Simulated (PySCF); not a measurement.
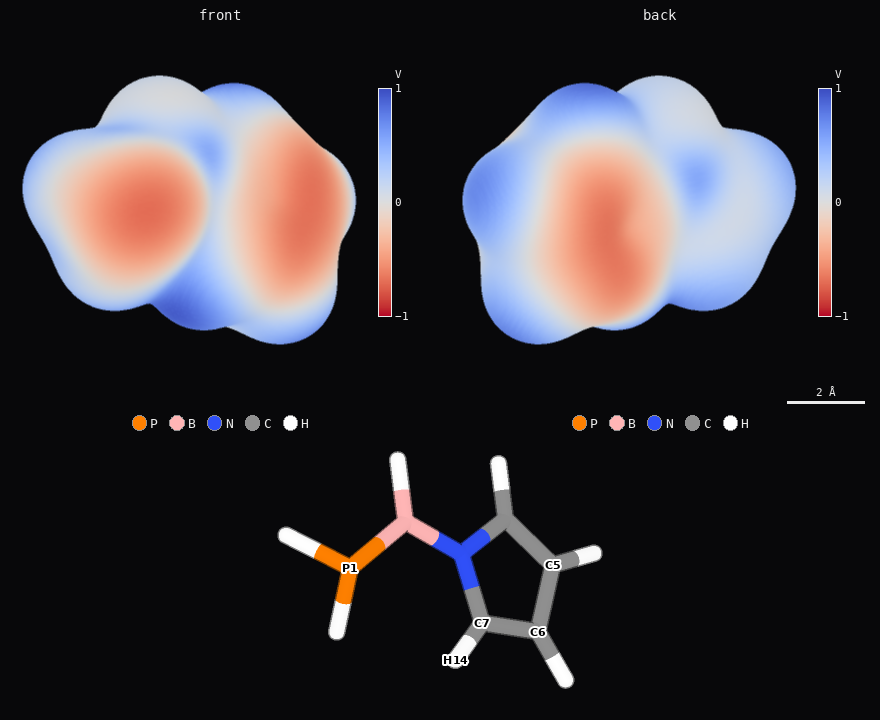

The picture shows: C₄H₇BNP (SMILES PBn1cccc1). The molecular electrostatic potential painted on the density surface at 0.001 e/bohr³, seen from the front and from behind; red is negative and blue positive. The bare structure is drawn below in the same view.

Geometry: PBE0-D3(BJ)/def2-SVP.

Level of theory: PySCF 2.14.0, PBE0/def2-SVPD, SCF density, gas phase.

```xyz
14

P     3.8166    1.2850    0.6588
B     2.4077    0.1072    1.1680
N     1.0570    0.2398    0.7257
C     0.0002   -0.5471    1.1767
C    -1.1470   -0.1540    0.5520
C    -0.8008    0.9276   -0.3270
C     0.5408    1.1415   -0.1981
H     3.5824    1.3865   -0.7421
H     4.8481    0.3095    0.5845
H     2.6266   -0.7293    2.0097
H     0.1798   -1.3250    1.9151
H    -2.1360   -0.5841    0.6973
H    -1.4766    1.4808   -0.9767
H     1.1858    1.8693   -0.6844
```

Which sites attract a positive test charge, and which a negative one?

A positive charge is drawn to the negative regions and a negative charge to the positive ones. The most negative region (about −0.7 V, or −16 kcal/mol for a unit charge) lies over P1, C5 and C6, the most positive (about +0.9 V, or +21 kcal/mol for a unit charge) over H14.

What dipole moment does the calculation give?

Its dipole moment is 0.71 D.
